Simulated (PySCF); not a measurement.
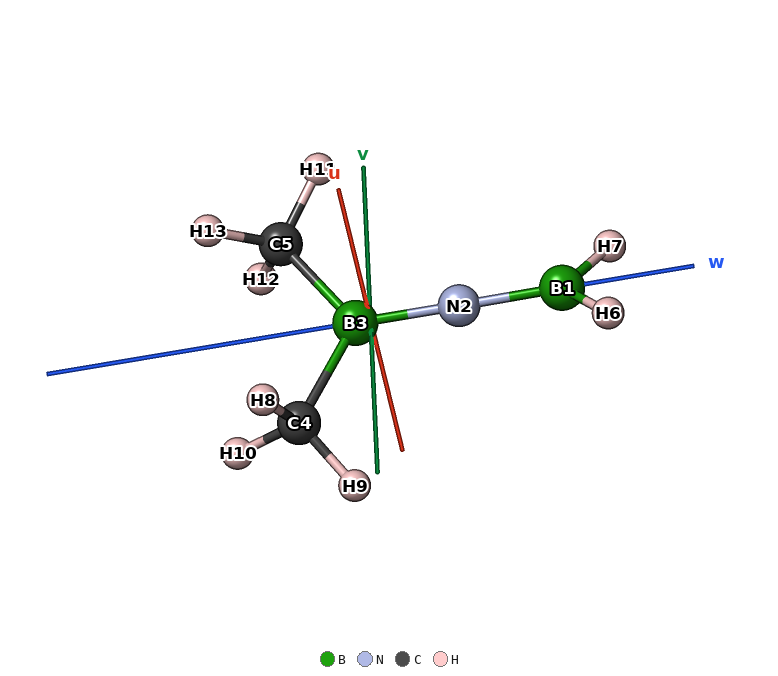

The lines u, v and w are the principal axes of the g tensor. State: neutral, doublet. Computed geometry: GFN2-xTB optimisation. No frequency run is at hand to confirm it as a minimum. Properties computed with UKS B3LYP, pcH-1 on B C H N, non-relativistic, mean-field spin-orbit, GIAO (PySCF 2.14.0).

**Along which axis does g lie farthest from the free-electron value?**

Along u: the shift is 1751 ppm.

Give the principal values and shifts.

```tsv
axis	g	shift (ppm)
u	2.00407	1751
v	2.00221	−107
w	2.00276	441
```

The geometry is semi-empirical. Around B such bond lengths and angles can be off by a tenth of an ångström or more and by several degrees, and values that hang on the shape move with them.
